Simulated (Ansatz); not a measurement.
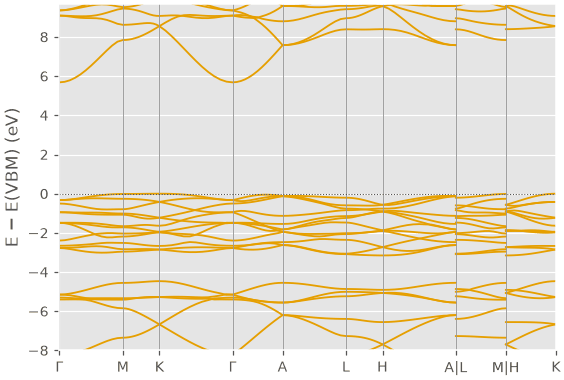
Figure. Band structure from DFT-PBE in the program Ansatz with PAW potentials

Problem. Read off the gap and where the band edges lie.

Solution. About 5.7 eV (5.68 eV by a search for the band edges); maximum at K, minimum at Γ.

The material is SiO₂ in space group P3_121 (No. 152; Si on 3a, O on 6c).

The cell was relaxed with PBE under the symmetry of its start.

Potentials: the later of the program's two PAW sets.
